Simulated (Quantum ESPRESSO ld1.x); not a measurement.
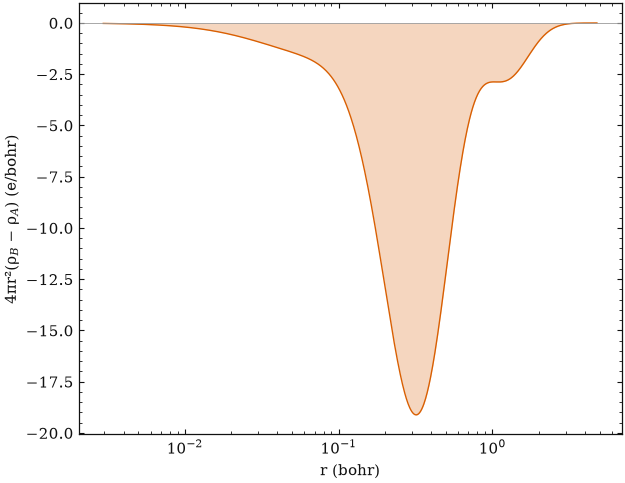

Two charge states of chlorine were computed: Cl¹⁵⁺ in 1s2; Cl⁴⁺ in [Ne] 3s2 3p1. All numbers are computed, not measured: non-relativistic Kohn-Sham, PBE, spin-unpolarised, spherical densities, point nucleus (Quantum ESPRESSO ld1.x 7.5).

The plot shows the radial density of run B less that of run A; on the logarithmic r axis, areas aren't charges.

Question: Which run is A and which is B? Where does the charge move?

Answer: A is Cl⁴⁺ in [Ne] 3s2 3p1; B is Cl¹⁵⁺ in 1s2. B holds hardly more charge than A anywhere and 11 electrons fewer where it is negative (most at r = 0.32 bohr), a net change of −11. The energy of B less that of A is 4813 eV.
